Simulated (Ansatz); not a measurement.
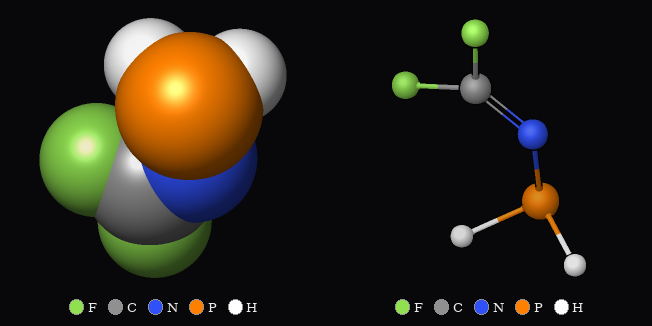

Both panels show the same species.

What is the molecular formula?

Answer. CH₂F₂NP, 7 atoms: 1 carbon, 2 hydrogen, 2 fluorine, 1 nitrogen and 1 phosphorus.

Give the symmetry (Schoenflies symbol).

Answer. C1.

Does it have rings?

Answer. It has no ring.

What is its SMILES?

Answer. FC(F)=NP

The parts below concern this one geometry. Atoms keep their numbers from picture to picture. Computed geometry: PBE0-D4/def2-TZVP optimisation.

**Shape**

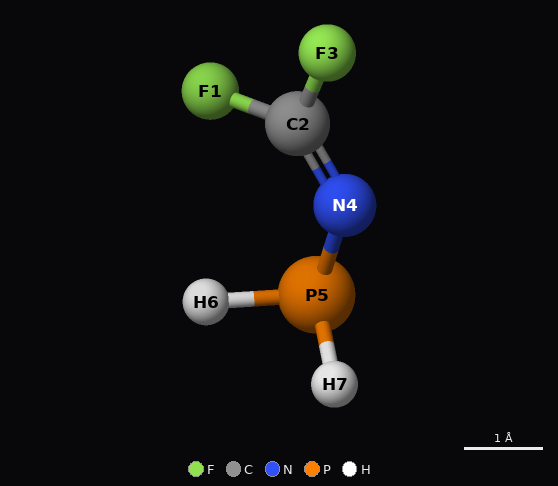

The atoms are numbered.

What are the angles F1–C2–F3, F1–C2–N4, F3–C2–N4, C2–N4–P5, N4–P5–H6, N4–P5–H7, H6–P5–H7?

```tsv
angle	degrees
F1–C2–F3	108.1
F1–C2–N4	127.8
F3–C2–N4	124.1
C2–N4–P5	126.2
N4–P5–H6	101.3
N4–P5–H7	96.2
H6–P5–H7	93.7
```

**Vibrations**

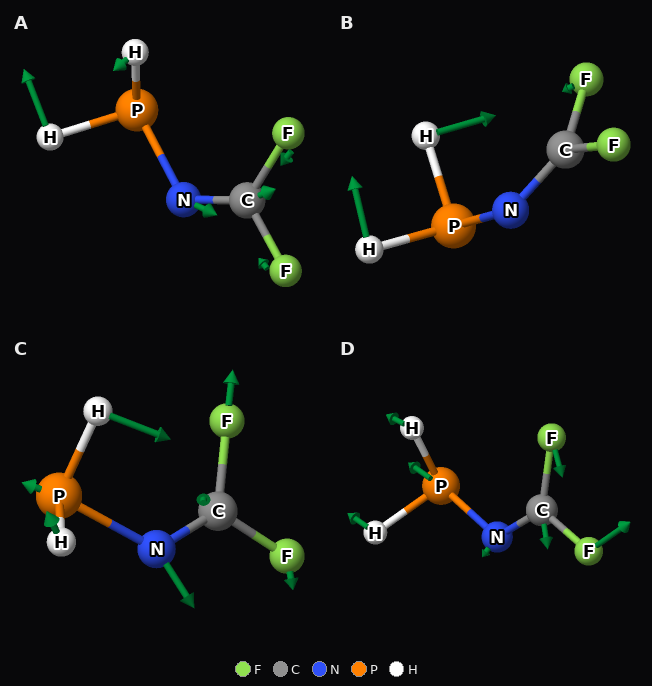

4 normal modes of one molecule or complex, as arrows. Harmonic vibrations computed with RKS PBE0-D4/def2-TZVP (Ansatz 0.2.0) at a stationary point of the same level.

Match the panels to the wavenumbers 165 cm⁻¹, 472 cm⁻¹, 745 cm⁻¹, 1060 cm⁻¹.

Answer. A: 1060 cm⁻¹
B: 165 cm⁻¹, a torsion or out-of-plane motion in which bond lengths and bond angles hardly change
C: 745 cm⁻¹
D: 472 cm⁻¹

**Dipole moment**

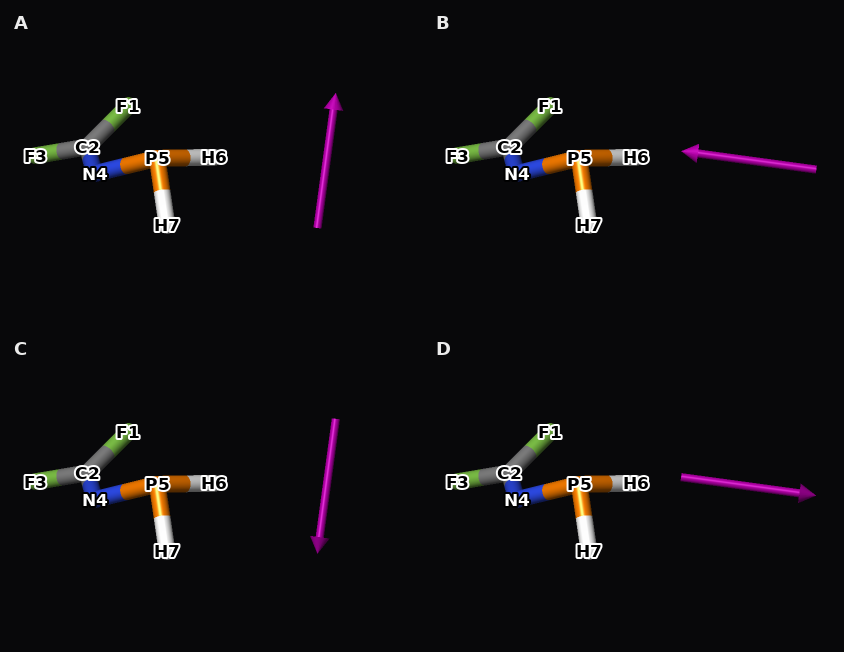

The same molecule four times, each with an arrow. Method: RKS PBE0-D4/def2-TZVP (Ansatz 0.2.0).

Which arrow points along the dipole moment, from the negative to the positive end?

Answer. D. The dipole moment is 1.14 D; it points from the side of F3 to the side of H6 (the outermost atoms at the two ends).

**Charges**

The questions are on Mulliken charges. Properties computed with RKS r2SCAN-D4/def2-TZVPP (Ansatz 0.2.0).

Which atom carries the highest charge (most positive or least negative)?

Answer. C2 (0.41 e).

And the lowest?

Answer. N4 (−0.28 e).

Give the Mulliken charges atom by atom.

```
atom  value (e)
  F1      −0.16
  C2       0.41
  F3      −0.14
  N4      −0.28
  P5       0.15
  H6       0.00
  H7       0.02
```

Mulliken values depend strongly on the basis set and can even reverse the polarity of a bond.
